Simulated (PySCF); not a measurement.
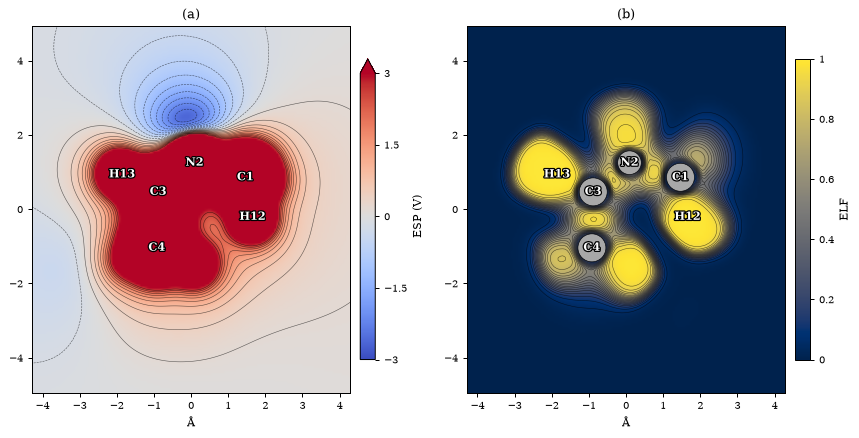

Figure 1: C4H12N2OSi2. (a) electrostatic potential; (b) ELF on the plane of atoms N2, C3 and H13. Grey discs cover the atomic cores in the ELF map.

Geometry: GFN2-xTB.

Theory: PBE0/pcSseg-1, SCF density, gas phase, non-relativistic in PySCF.

```xyz
21

C     2.0927   -1.4546    0.0917
N     2.3917   -0.1663    0.6299
C     1.9800    0.9228    0.1678
C     1.0879    1.2024   -1.0151
C    -0.2994    1.4570   -0.4614
O    -0.6322    2.5610   -0.0887
Si   -1.5117   -0.0185   -0.2674
N    -3.0156    0.7912   -0.4721
Si   -1.2242   -1.1435    1.7380
H     3.0251   -1.8794   -0.2849
H     1.7571   -2.0817    0.9181
H     1.3358   -1.4740   -0.7005
H     2.2905    1.8100    0.7107
H     1.4511    2.1042   -1.5094
H     1.0663    0.3676   -1.7130
H    -1.3248   -0.8486   -1.4751
H    -3.0361    1.7887   -0.3261
H    -3.8840    0.3716   -0.1866
H    -1.0104   -2.5770    1.5041
H    -0.1116   -0.6575    2.5560
H    -2.4370   -1.0582    2.5625
```

### Interpret the plot.

Atoms in the plane: C, N and H.
C–N (1.25 Å): the ELF peaks at about 0.90 between the atoms (a multiple bond).
C–C (1.51 Å): the ELF peaks at about 0.95 between the atoms (a covalent bond).
The ELF also peaks beside N2, away from the bonds: lone-pair regions.
Outside the dense part of the molecule the potential is most negative (−2.6 V) near N2.
